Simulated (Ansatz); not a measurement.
**BCCD(T)/STO-3G run of GeH3F (fluorogermane)**

What is the vertical singlet–triplet gap of GeH3F (fluorogermane) at BCCD(T)/STO-3G? 

The calculation is run with Ansatz 0.2.0.

59 further runs of the same task are left out: 11 that didn't finish, 48 set aside as unsound or not needed.

### 1 Starting point

GeH3F has 5 atoms, charge 0, and is taken as a singlet. SMILES: `[F][GeH3]`. Geometry: relaxed at PBE0-D4/def2-TZVP.

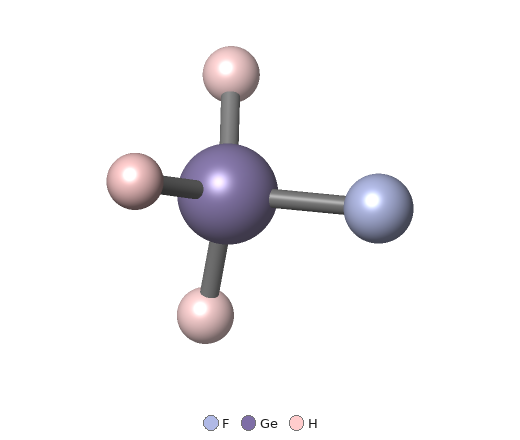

The structure, seen from a chosen angle (fluorine light blue, germanium purple, hydrogen pink).

### 2 The energy at BCCD(T)/STO-3G

File job.yaml:

```yaml
crystal:
  periodic: [false, false, false]
  atoms:
    - {symbol: F, position_ang: [-1.046500, 0.474300, 1.162200]}
    - {symbol: Ge, position_ang: [0.068200, -0.041600, -0.072800]}
    - {symbol: H, position_ang: [1.331000, -0.512000, 0.658600]}
    - {symbol: H, position_ang: [-0.627800, -1.178000, -0.831200]}
    - {symbol: H, position_ang: [0.325100, 1.183600, -0.958100]}
basis:
  gaussian:
    orbitals: STO-3G
correlation:
  method: bccd_t
  frozen_orbitals: {F: 1, Ge: 9, H: 0}
accuracy: high
scf:
  omitted_lower_state_checks: [cluster_reference, increment]
```

Command:

```
ansatz run job.yaml --threads 1 --pin off --max-ram 2610MiB --events-out events.jsonl --progress --plain --runs-dir runs
```

The log of the run (excerpt; [...] marks lines left out):

```text
Warning: RAYON_NUM_THREADS=1 ignored (pool sized by the plan → 1); use --threads N
Functional definition: HF
  name "HF"
[...]
388 factors; integrals over basis functions are off by at most 2.2e-8 eV
[...]
mean field -58546.30249440 eV, -2151.5369325600 hartree, gradient 6.0e-8 eV, S^2 0.000000; 0 other end points of the search recorded, 0 dependent functions left out
10 core orbitals not correlated: weight in the atoms' cores, before any rotation towards them, 1.000 or more for the frozen orbitals, at most 0.000 for the correlated occupied ones
reference -58546.30249440 eV, -2151.5369325600 hartree; 12, 12 occupied and 4, 4 virtual orbitals, 388 factors
second order -1.51428634 eV of doubles, -0.00000000 eV of singles
cycle   1  -1.89544829 eV  change   -3.8e-1 eV  update   6.3e-2
[...]
cycle  18  -2.12907833 eV  change   -1.1e-9 eV  update   2.2e-9
perturbative correction -0.05872853 eV, -0.0021582337 hartree
Total energy: -58548.49030126 eV, -2151.6173329792 hartree
Checks for a lower state left out: cluster_reference, increment
```

Wall time 0.3 s (1 thread of Arm Neoverse V1, shared host).

### 3 The triplet, same level

File molecule.yaml:

```yaml
crystal:
  periodic: [false, false, false]
  atoms:
    - {symbol: F, position_ang: [-1.046500, 0.474300, 1.162200]}
    - {symbol: Ge, position_ang: [0.068200, -0.041600, -0.072800]}
    - {symbol: H, position_ang: [1.331000, -0.512000, 0.658600]}
    - {symbol: H, position_ang: [-0.627800, -1.178000, -0.831200]}
    - {symbol: H, position_ang: [0.325100, 1.183600, -0.958100]}
basis:
  gaussian:
    orbitals: STO-3G
magnetization:
  spin_polarized: true
  initial_magnetization: 2
correlation:
  method: bccd_t
  frozen_orbitals: {F: 1, Ge: 9, H: 0}
accuracy: high
scf:
  omitted_lower_state_checks: [cluster_reference, increment]
```

Command:

```
ansatz run molecule.yaml --threads 1 --pin off --max-ram 2610MiB --events-out events.jsonl --progress --plain --runs-dir runs
```

The log of the run (excerpt; [...] marks lines left out):

```text
Warning: RAYON_NUM_THREADS=1 ignored (pool sized by the plan → 1); use --threads N
[...]
10 core orbitals not correlated: weight in the atoms' cores, before any rotation towards them, 1.000 or more for the frozen orbitals, at most 0.000 for the correlated occupied ones
[...]
cycle 145  -1.54933554 eV  change    1.2e-5 eV  update   5.1e-6
[...]
cycle 181  -1.54936103 eV  change  -4.3e-10 eV  update  1.6e-10
perturbative correction -0.01737475 eV, -0.0006385102 hartree
Total energy: -58540.03453634 eV, -2151.3065893498 hartree
Checks for a lower state left out: cluster_reference, increment
```

It took 5.7 s on 1 thread of Arm Neoverse V1, shared host; peak memory 0.092 GiB.

### 4 Summary of results

At BCCD(T)/STO-3G, 10 core orbitals frozen:

| quantity | value |
| --- | --- |
| singlet: total energy | -2151.61733 Eh |
| singlet: correlation energy (10 core orbitals frozen) | -80.4 mEh |
| singlet: (T) correction | -2.16 mEh |
| triplet: total energy | -2151.30659 Eh |
| triplet: correlation energy (10 core orbitals frozen) | -57.6 mEh |
| triplet: (T) correction | -0.64 mEh |
| triplet: ⟨S²⟩ of the reference determinant | 2.005 |
| vertical energy of the triplet above the singlet | 8.456 eV |

At this shape the triplet lies 8.46 eV (195 kcal/mol) above the singlet. In a minimal basis such a difference can be off by several eV, whatever the method. The triples (singlet) make up 2.7 % of the correlation energy. The triples (triplet) make up 1.1 % of the correlation energy.
